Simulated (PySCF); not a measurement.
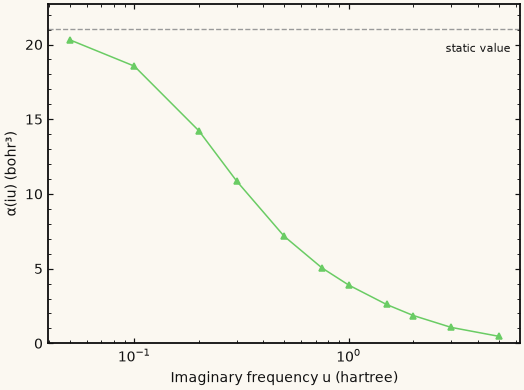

Dipole polarisability at imaginary frequency of an atom or ion with 43 electrons in the configuration [Kr] 4d⁶ 5s. Coupled response at the PBE0 level; PySCF, ANO-RCC-VTZP, spin-free X2C-1e, unrestricted single determinants, no spin-orbit coupling.

Question: Which species is it, and what does the curve give?

Answer: Rh²⁺. The static dipole polarisability is 21.0 bohr³; α(iu) falls to half of it near u = 0.32 hartree. The Casimir–Polder integral gives C₆ = 118 hartree bohr⁶ for two such species.

Limits of the model: basis without added diffuse functions.
